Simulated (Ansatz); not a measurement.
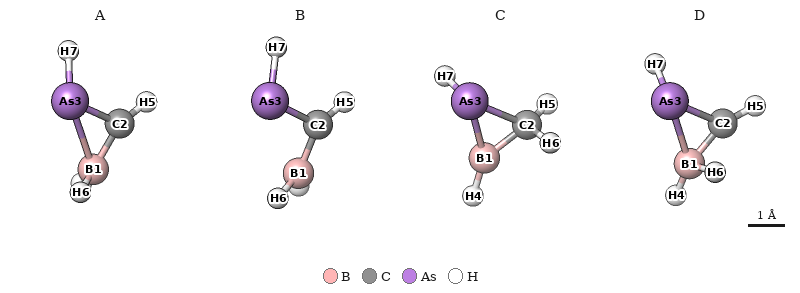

4 geometries from a converged minimum-energy path of CH₄AsB, shuffled. A ball-and-stick model, seen at a tilt.

Computed with Ansatz, UKS PBE-D4/def2-SVP. Set-up: 7 movable images; climbing image; force threshold 0.05 eV/Å; iteration limit 60; starting path through a guess of the saddle point.

Question: One of them is the converged climbing image. Which?

Answer: D. In order along the path, whose images run from 0 to 8: C (image 1, +11.7 kJ/mol), D (image 3, +152.8 kJ/mol), A (image 5, +47.8 kJ/mol), B (image 6, +30.6 kJ/mol). Breaking: B1–As3 (2.01 → 2.19 at the top → 2.84 Å), C2–H6 (1.11 → 1.69 at the top → 2.38 Å). Forming: B1–H6 (2.27 → 1.30 at the top → 1.22 Å).

Cost: 100 s on 2 threads of Intel(R) Xeon(R) CPU @ 2.60GHz (Ice Lake), with other jobs on the host, peak memory 0.16 GiB.
